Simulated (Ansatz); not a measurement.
# How CaO (Lime, Fm-3m) expands on warming

Wanted: α(T), C_P(T) and B(T) of CaO (Lime) in the quasi-harmonic approximation.

Measurements to reproduce:
- heat capacity C_P per formula unit 42.2 J/mol/K and bulk modulus 113 GPa near room temperature (given in “High-Throughput Prediction of Finite-Temperature Properties using the Quasi-Harmonic Approximation”, 2016, arXiv:1603.06924)

Calculated with Ansatz 0.2.0; DFT r2SCAN, scalar-relativistic, plane waves, PAW.

## Step 1: Set-up

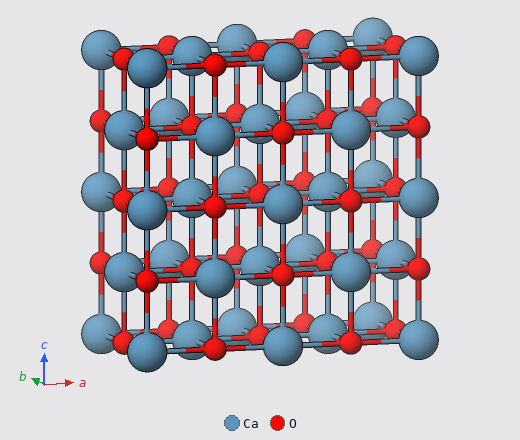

Start, viewed slightly off an axis; calcium blue, oxygen red. 2×1×2 cells are drawn. This picture shows the conventional cell, with its axes. Some periodic images of atoms are drawn too.

Coordinates:

```cif
data_structure
_symmetry_space_group_name_H-M 'Fm-3m'
_symmetry_Int_Tables_number 225
_cell_length_a 4.8130
_cell_length_b 4.8130
_cell_length_c 4.8130
_cell_angle_alpha 90.000
_cell_angle_beta 90.000
_cell_angle_gamma 90.000
_cell_volume 111.49
loop_
_atom_site_label
_atom_site_type_symbol
_atom_site_symmetry_multiplicity
_atom_site_Wyckoff_symbol
_atom_site_fract_x
_atom_site_fract_y
_atom_site_fract_z
_atom_site_occupancy
Ca1 Ca 4 a 0.00000 0.00000 0.00000 1
O1 O 4 b 0.50000 0.00000 0.00000 1
```

## Step 2: Probe on a coarse mesh

Before spending time, one coarse run tells the gap and the pressure of the starting cell.

File input.yaml:

```yaml
crystal:
  lattice:
    - [0.0, 2.4065, 2.4065]
    - [2.4065, 0.0, 2.4065]
    - [2.4065, 2.4065, 0.0]
  atoms:
    - { symbol: Ca, position: [0.0, 0.0, 0.0] }
    - { symbol: O, position: [0.5, 0.5, 0.5] }
kpoints:
  mp_grid: { grid: [6, 6, 6] }
hamiltonian:
  xc: r2scan
scf:
  occupations: { method: gaussian, width: 0.1 }
  lower_state_search: "off"
output:
  forces: true
  stress: true
  eigenvalues: true
```

Command:

```bash
$ ansatz run input.yaml --threads 4 --pin off --max-ram 16384MiB --backend cpu --events-out ev --progress --plain --runs-dir out
```

Numbers of over 12 decimals in the logs are rounded to 6 here.

What it wrote:

```text
Engine: ansatz 0.2.0, aarch64-unknown-linux-gnu
Pseudopotentials: kind: paw
Pseudopotential: Ca, paw, valence charge 10, recommended cutoff 500 eV (meta_gga), Ca.paw.azcp
Pseudopotential: O, paw, valence charge 6, recommended cutoff 500 eV (meta_gga), O.paw.azcp
Functional definition: r2SCAN
  parameter k0 = 0.174
  parameter k1 = 0.065
  parameter a1 = 4.9479
  exchange = r2scan_x(k0 = k0, k1 = k1, a1 = a1)
  correlation = r2scan_c
Crystal: 2 atoms, lattice volume = 27.873 Å³
Basis set: ecut = 500 eV, 725 PW (Γ), exchange–correlation on 100×100×100 points (64 copies of the dense FFT grid, shifted against one another)
Bands: 12, of which v1, the nominal top of the filled ones, is band 8 counted from 1 (7 counted from 0)
Symmetry: 48 space group operations
Space group: Fm-3m (ITA 225), of the structure as read, at distance tolerance 3.0e-5 Å
k-points: 16 of 216
Non-local potential: Ca, projectors of the file, l = 0: 3, l = 1: 2, l = 2: 2
Non-local potential: O, projectors of the file, l = 0: 2, l = 1: 2, l = 2: 1
PAW form: soft (Blöchl's): semilocal exchange-correlation on the pseudo side does not see the compensation charge
PAW frozen core: Ca, regenerated for the run's functional (the file was generated under x = pbe(κ = 0.804, μ = 0.219515), c = pbe(β = 0.066725))
PAW frozen core: O, regenerated for the run's functional (the file was generated under x = pbe(κ = 0.804, μ = 0.219515), c = pbe(β = 0.066725))
PAW one-centre angular grid: Ca, 302 points (default); XC on 160 Gauss nodes
PAW one-centre angular grid: O, 302 points (default); XC on 160 Gauss nodes
Initial density: superposition of atomic densities (neutral atoms: chi_scale 0, normalization atom), corrected by the library's trained network
Initial wavefunctions: pseudopotential atomic-orbital guess
Functional: x = r2scan, c = r2scan; τ floored in thin density (d = 2e-4 eV/Å³)
SCF iter   1: F=-2394.070326 eV  HF=-2394.020521 eV  |F-HF|=4.98e-2  |Δ(HF+E_count)|=         —  Δρ=1.09e-2  dr2=4.07e-2  dr2_τ=6.01e-2  ethr=1.77e-3  ⟨swp⟩=7.2  Hψ=1406  notcnv=0
preconditioner: auto → none  [insulator: Δε(μ)=4.464 eV  Ē_g=19.265 eV  σ=0.100 eV  W_gap=1.00  n_scr=8 (ndim 8)  ℏωp=26.3 eV  f_vac=0.000  D(μ)=0.00/eV (n_scr^D=0)  ε∞_Penn≈2.9]
SCF iter   2: F=-2394.082934 eV  HF=-2394.096936 eV  |F-HF|=1.40e-2  |Δ(HF+E_count)|=   7.64e-2  Δρ=1.01e-2  dr2=1.68e-2  dr2_τ=3.86e-3  ethr=2.54e-4  ⟨swp⟩=2.0  Hψ=512  notcnv=0
SCF iter   3: F=-2394.092807 eV  HF=-2394.093091 eV  |F-HF|=2.83e-4  |Δ(HF+E_count)|=   3.85e-3  Δρ=2.52e-3  dr2=8.96e-4  dr2_τ=8.85e-5  ethr=1.05e-4  ⟨swp⟩=2.0  Hψ=328  notcnv=0
SCF iter   4: F=-2394.092957 eV  HF=-2394.092960 eV  |F-HF|=2.86e-6  |Δ(HF+E_count)|=   1.31e-4  Δρ=4.92e-4  dr2=2.22e-5  dr2_τ=7.45e-6  ethr=5.60e-6  ⟨swp⟩=2.8  Hψ=368  notcnv=0
SCF iter   5: F=-2394.092964 eV  HF=-2394.092964 eV  |F-HF|=3.66e-7  |Δ(HF+E_count)|=   4.28e-6  Δρ=7.61e-5  dr2=5.41e-7  dr2_τ=1.52e-7  ethr=1.39e-7  ⟨swp⟩=2.1  Hψ=245  notcnv=0
SCF iter   6: F=-2394.092964 eV  HF=-2394.092964 eV  |F-HF|=2.37e-9  |Δ(HF+E_count)|=   4.40e-7  Δρ=8.41e-6  dr2=1.01e-8  dr2_τ=2.11e-9  ethr=6.25e-10  ⟨swp⟩=5.0  Hψ=936  notcnv=0
SCF 1 converged in 6 iterations: F = -2394.092964 eV  dr2 = 1.01e-8
  greatest PAW one-centre occupation: 0.995 electrons in one spin orbital (limit 2), on the Ca atom at site 0 (counted from 0), in its partial waves of l = 0
SCF converged after 6 iterations
Free energy (F): -2394.092964 eV
Harris-Foulkes:  -2394.092964 eV  (|F-HF|=2.37e-9)
Internal energy: -2394.092964 eV  (E = F + TS)
E sigma→0 (E₀):  -2394.092964 eV
Fermi energy:    9.407300 eV
--- Per-component energies (eV) ---
  E_band       = -115.183095
  E_kinetic    = 456.799697
  E_local      = -893.189428  (includes V_loc(G=0)·N_el)
  E_nonlocal   = 110.388267
  E_hartree    = 296.402043
  E_xc         = -212.273144
  E_vxc        = -302.692043  (∫ρ·V_xc dr)
  E_paw        = -1023.588805  (= ΣΔE_a)
  E_vpaw       = -97.946762  (= ΣTr[D̂ρ^β])
  E_aug_tail   = 0.000909  (compensation charges beyond the density's cutoff)
  E_vtau       = 18.652203  (kinetic-family band-sum trace: ∫τ·v_τ [+ j·A + Jᵃ·Aᵃ] dr)
  E_ewald      = -1128.379897
  E_core_change = -0.252606  (= ΣΔE_core)
  E_smearing   = -0.000000  (= −TS)
  E_closure    = 0.000000  (closes the sum)
  Σ components = -2394.092964   (vs F -2394.092964, Δ=0.00e0)
--- Forces (eV/Å), atoms counted from 1 ---
  atom   1  Ca    -0.00000000     0.00000000    -0.00000000
  atom   2  O      0.00000000     0.00000000     0.00000000
  max |Σ_I F_I| component: 1.40e-29 eV/Å
--- Stress (GPa, compression-positive) ---
       -1.294524       0.000000      -0.000000
        0.000000      -1.294524      -0.000000
        0.000000       0.000000      -1.294524
  P = ⅓ Tr σ = -1.2945 GPa (-12.945 kbar)
--- Band table (eV; the first three rows and the last of 16) ---
  k-point 0: bands = [... 4 lower, -9.1533, 7.3068, 7.3068, 7.3068, 12.7064, 14.1479, 14.1479, 14.1479]
  k-point 1: bands = [... 4 lower, -8.7618, 6.4798, 6.9675, 6.9675, 13.8079, 14.1226, 14.6125, 14.6125]
  k-point 2: bands = [... 4 lower, -8.1605, 5.2370, 6.3851, 6.3851, 14.4507, 15.6825, 15.6825, 15.7606]
  k-point 15: bands = [... 4 lower, -8.6123, 6.1000, 6.2473, 6.5108, 12.9018, 15.6112, 16.3469, 17.4988]
```

It took 1.2 s on 4 threads of Arm Neoverse V1, shared host; peak memory 0.33 GiB.

A gap read on the k-mesh alone can miss the band edges.

Numbers from this step:

- pressure: -1.295 GPa
- gap on the k-mesh: 4.201 eV
- volume per atom: 13.94 Å³/atom

The start is under -1.3 GPa at this level and looks like an insulator or semiconductor on this mesh.

## Step 3: Relaxation

Phonons are second derivatives about a minimum, so cell and atoms are relaxed first, inside the symmetry of the start.

input.yaml, the sections that differ from step 2:

```yaml
kpoints:
  mp_grid: { grid: [8, 8, 8] }
scf:
  occupations: { method: gaussian, width: 0.02 }
  lower_state_search: "off"
relax:
  adjacent_minimum: "off"
  f_tol: 0.005
  max_steps: 80
  cell: { stress_tol: 0.05 }
# crystal, hamiltonian, output: as in step 2
```

What it wrote:

```text
[...]
Crystal: 2 atoms, lattice volume = 27.873 Å³
Basis set: ecut = 500 eV, 725 PW (Γ), exchange–correlation on 100×100×100 points (64 copies of the dense FFT grid, shifted against one another)
Bands: 12, of which v1, the nominal top of the filled ones, is band 8 counted from 1 (7 counted from 0)
Symmetry: 48 space group operations
[...]
k-points: 29 of 512
[...]
SCF iter   1: F=-2394.069505 eV  HF=-2394.020529 eV  |F-HF|=4.90e-2  |Δ(HF+E_count)|=         —  Δρ=1.10e-2  dr2=4.17e-2  dr2_τ=6.03e-2  ethr=1.77e-3  ⟨swp⟩=7.5  Hψ=2640  notcnv=0
[...]
SCF iter   6: F=-2394.093002 eV  HF=-2394.093002 eV  |F-HF|=4.54e-9  |Δ(HF+E_count)|=   4.19e-7  Δρ=9.49e-6  dr2=9.08e-9  dr2_τ=2.37e-9  ethr=6.25e-10  ⟨swp⟩=5.1  Hψ=1684  notcnv=0
SCF 1 converged in 6 iterations: F = -2394.093002 eV  dr2 = 9.08e-9
[...]
relax step   1: F+E_penalty+E_count = -2394.09300222 eV  Δ(F+E_penalty+E_count) = +0.000e0 eV  max|allowed force component| = 6.968e-29 eV/Å  Δτ_max = 0.0000 Å  P = -1.293 GPa  Ω = 27.873 Å³  (6 SCF iters, dr2 threshold 1.00e-7 eV, accepted)
Crystal: 2 atoms, lattice volume = 27.488 Å³
[...]
iter 1 solved again at ethr=8.21e-7 eV; its pass at ethr=3.10e-3 eV (dr2=1.31e-4 eV) is discarded
[...]
SCF iter   5: F=-2394.094345 eV  HF=-2394.094345 eV  |F-HF|=1.63e-8  |Δ(HF+E_count)|=   1.20e-7  Δρ=1.47e-5  dr2=5.89e-8  dr2_τ=1.99e-8  ethr=1.25e-9  ⟨swp⟩=5.0  Hψ=1661  notcnv=0
SCF 2 converged in 5 iterations: F = -2394.094345 eV  dr2 = 5.89e-8
relax step   2: F+E_penalty+E_count = -2394.09434532 eV  Δ(F+E_penalty+E_count) = -1.343e-3 eV  max|allowed force component| = 4.898e-30 eV/Å  Δτ_max = 0.0000 Å  P = +0.301 GPa  Ω = 27.488 Å³  energy of the carried Pulay correction = +1.257e-4 eV  (5 SCF iters, dr2 threshold 2.00e-7 eV, accepted)
Crystal: 2 atoms, lattice volume = 27.560 Å³
[...]
SCF iter   4: F=-2394.094388 eV  HF=-2394.094388 eV  |F-HF|=1.21e-9  |Δ(HF+E_count)|=   4.43e-8  Δρ=9.57e-6  dr2=1.32e-8  dr2_τ=1.54e-9  ethr=1.25e-9  ⟨swp⟩=2.3  Hψ=1159  notcnv=0
SCF 3 converged in 4 iterations: F = -2394.094388 eV  dr2 = 1.32e-8
relax step   3: F+E_penalty+E_count = -2394.09438769 eV  Δ(F+E_penalty+E_count) = -4.237e-5 eV  max|allowed force component| = 1.118e-30 eV/Å  Δτ_max = 0.0000 Å  P = -0.006 GPa  Ω = 27.560 Å³  energy of the carried Pulay correction = +1.021e-4 eV  (4 SCF iters, dr2 threshold 2.00e-7 eV, accepted)
[...]
SCF iter   1: F=-2394.094304 eV  HF=-2394.094304 eV  |F-HF|=2.73e-8  |Δ(HF+E_count)|=         —  Δρ=2.49e-5  dr2=2.78e-8  dr2_τ=5.92e-8  ethr=2.35e-6  ⟨swp⟩=2.1  Hψ=3506  notcnv=0
eigensolver tolerance schedule: the retry pair's looser diagonalisation over-reported the residual by 13513.96 of it (diagonalisation noise at an unbounded share of the residual, at the tolerance the schedule requests for it); recorded, not acted on — ethr = c·dr2/N_el stays at c = 1.0e-1
[...]
SCF iter   2: F=-2394.094303 eV  HF=-2394.094303 eV  |F-HF|=8.61e-9  |Δ(HF+E_count)|=   6.92e-7  Δρ=1.21e-5  dr2=4.36e-9  dr2_τ=4.58e-9  ethr=1.74e-10  ⟨swp⟩=2.4  Hψ=600  notcnv=0
[...]
SCF iter   5: F=-2394.094303 eV  HF=-2394.094303 eV  |F-HF|=2.27e-12  |Δ(HF+E_count)|=  4.37e-11  Δρ=1.08e-7  dr2=6.45e-13  dr2_τ=6.89e-13  ethr=1.00e-12  ⟨swp⟩=4.1  Hψ=1470  notcnv=0
SCF 4 converged in 5 iterations: F = -2394.094303 eV  dr2 = 6.45e-13
relax step   4: F+E_penalty+E_count = -2394.09430290 eV  Δ(F+E_penalty+E_count) = +8.479e-5 eV  max|allowed force component| = 8.119e-30 eV/Å  Δτ_max = 0.0000 Å  P = -0.004 GPa  Ω = 27.560 Å³  stress off target by 3.94e-3 GPa  SCF on the basis re-selected at this cell (its energy is not comparable with the rows above)  (5 SCF iters)
basis re-selected at this cell: Δ(F+E_penalty+E_count) = +8.479e-5 eV, ΔP = +0.002 GPa vs the last step (what re-selecting the basis moved, of the pressure what is left beyond the Pulay correction that the steps carried, after the strain that the cell walked since its last selection, with what the two solves' SCF thresholds leave and, on support functions, any second-order correction that the steps lacked; it is no m [...]
SCF converged after 5 iterations
Free energy (F): -2394.094303 eV
[...]
Internal energy: -2394.094303 eV  (E = F + TS)
E sigma→0 (E₀):  -2394.094303 eV
Fermi energy:    9.530015 eV
[...]
--- Stress (GPa, compression-positive) ---
       -0.003937      -0.000000      -0.000000
       -0.000000      -0.003937      -0.000000
       -0.000000      -0.000000      -0.003937
  P = ⅓ Tr σ = -0.0039 GPa (-0.039 kbar)
--- Band table (eV; the first three rows and the last of 29) ---
  k-point 0: bands = [... 4 lower, -9.0510, 7.4305, 7.4305, 7.4305, 12.9269, 14.3009, 14.3009, 14.3009]
  k-point 1: bands = [... 4 lower, -8.7960, 6.9156, 7.2227, 7.2227, 13.6078, 14.2568, 14.5725, 14.5725]
  k-point 2: bands = [... 4 lower, -8.3046, 5.9248, 6.7739, 6.7739, 14.3309, 15.0871, 15.2867, 15.2867]
  k-point 28: bands = [... 4 lower, -8.3832, 6.1444, 6.3833, 6.3833, 14.3819, 14.3819, 16.6006, 17.7028]
--- Relaxed structure (3 steps of the walk, 3 accepted, 1 SCFs on fresh bases) ---
  F+E_penalty+E_count = -2394.09430290 eV   max|allowed force component| = 8.119e-30 eV/Å   (the final SCF, on the basis selected at the relaxed cell)
  cell:  # Å, volume = 27.5598 Å³
    - [0, 2.397445, 2.397445]
    - [2.397445, 0, 2.397445]
    - [2.397445, 2.397445, 0]
  atoms:
    - { symbol: Ca, position: [0, 0, 0] }
    - { symbol: O, position: [0.5, 0.5, 0.5] }
```

The job ended after 2.8 s (4 threads; peak memory 0.35 GiB).

Relaxation path:

```tsv
step	energy less that of the first step (eV)	largest force component (eV/Å)	pressure (GPa)	volume (Å³)
1	0.0000	0.0000	-1.29	27.87
2	-0.0013	0.0000	0.30	27.49
3	-0.0014	0.0000	-0.01	27.56
4*	-0.0013	0.0000	0.00	27.56
```

Relaxation steps marked * repeat the geometry before them on a plane-wave basis chosen anew for their cell, so energy and pressure can jump there.

The run keeps the 48 symmetry operations that it works with, so distortions that break them were not tested.

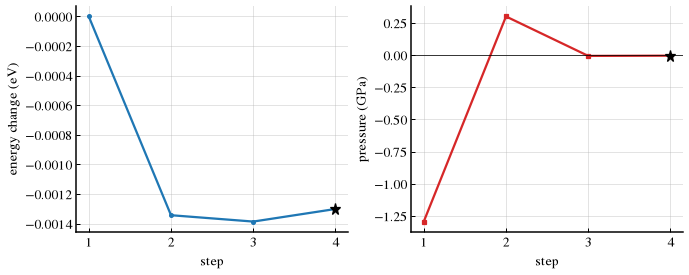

Energy and pressure along the relaxation. Stars mark steps on a basis chosen anew.

```tsv
conventional cell, symmetrised	before	after	change
a (Å)	4.813	4.795	-0.4 %
b (Å)	4.813	4.795	-0.4 %
c (Å)	4.813	4.795	-0.4 %
volume (Å³/atom)	13.94	13.78	-1.1 %
```

The relaxed structure:

```
Ca O
1.0
     0.00000    2.39745    2.39745
     2.39745    0.00000    2.39745
     2.39745    2.39745    0.00000
Ca O
1 1
Cartesian
  0.0000 0.0000 0.0000
  2.3974 2.3974 2.3974
```

This step gave:

* pressure: -0.003937 GPa
* gap on the k-mesh: 4.199 eV
* volume per atom: 13.78 Å³/atom

The relaxation ends with a pressure of 0.00 GPa.

## Step 4: Tight relaxation

The thresholds are tightened for a last relaxation ahead of the phonons, and where mesh or smearing change with them the cell follows.

input.yaml, the sections that differ from step 3:

```yaml
crystal:
  lattice:
    - [0.0, 2.3974452296, 2.3974452296]
    - [2.3974452296, 0.0, 2.3974452296]
    - [2.3974452296, 2.3974452296, 0.0]
  atoms:
    - { symbol: Ca, position: [0.0, 0.0, 0.0] }
    - { symbol: O, position: [0.5, 0.5, 0.5] }
scf:
  occupations: { method: fixed }
  lower_state_search: "off"
relax:
  adjacent_minimum: "off"
  f_tol: 0.001
  max_steps: 60
  cell: { stress_tol: 0.01 }
# kpoints, hamiltonian, output: as in step 3
```

What it wrote:

```text
[...]
Crystal: 2 atoms, lattice volume = 27.560 Å³
Basis set: ecut = 500 eV, 725 PW (Γ), exchange–correlation on 100×100×100 points (64 copies of the dense FFT grid, shifted against one another)
Bands: 12, of which v1, the nominal top of the filled ones, is band 8 counted from 1 (7 counted from 0)
Symmetry: 48 space group operations
[...]
k-points: 29 of 512
[...]
k-point 28: bands = [... 4 lower, -8.3832, 6.1444, 6.3833, 6.3833, 14.3819, 14.3819, 16.6006, 17.7028]
--- Relaxed structure (1 steps of the walk, 1 accepted, 1 SCFs on fresh bases) ---
[...]
cell:  # Å, volume = 27.5598 Å³
    - [0.0, 2.3974452296, 2.3974452296]
    - [2.3974452296, 0.0, 2.3974452296]
    - [2.3974452296, 2.3974452296, 0.0]
  atoms:
    - { symbol: Ca, position: [0.0, 0.0, 0.0] }
    - { symbol: O, position: [0.5, 0.5, 0.5] }
[key lines of the parts left out:]
SCF converged after 5 iterations
Free energy (F): -2394.094303 eV
Fermi energy:    7.430462 eV
P = ⅓ Tr σ = -0.0039 GPa (-0.039 kbar)
```

Elapsed: 1.5 s, on 4 threads; peak memory 0.35 GiB; 5 s of CPU time.

Little changed from the start: no atom moved by 0.005 Å and no cell edge by 0.1 %.

This step gave:

```yaml
pressure: -0.003938 GPa
```

The residual pressure is -0.0039 GPa, small enough for phonons.

(Part 1 of 2 ends here.)

[Logs are printed without paths, hosts, clocks, repeated set-up lines and the standing remarks that a program may print on its own settings, such as how far it seeks lower states.]

[Hosts, paths, dates, database ids (printed as entryN), source tags and the programs' standing remarks are cut or masked in the printed files.]

[A step with changed settings may run another functional than the one named; its input shows which.]
